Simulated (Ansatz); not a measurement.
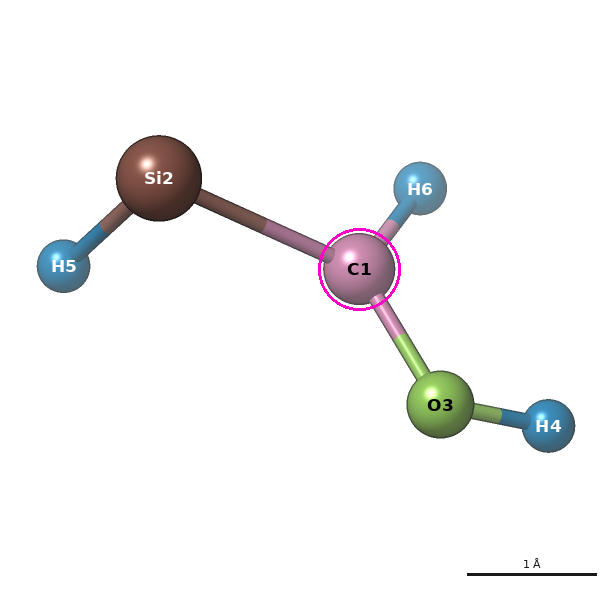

Orthographic view. Atoms fade into the background with distance from the viewer. The species has charge +1 and is a spin singlet. The computed structure is the end point of a PBE-D4/def2-SVP optimisation. No frequency run is at hand to confirm it as a minimum.

Question: Which atoms are bonded to the circled atom?

Answer: The circled atom is C1; it is bonded to Si2, O3, H6.

Question: Which two atoms are farthest apart in space?

Answer: H4 and H5, 3.99 Å.

Question: Which atom is farthest from the viewer?

Answer: H6, 0.8 Å behind the mean position.
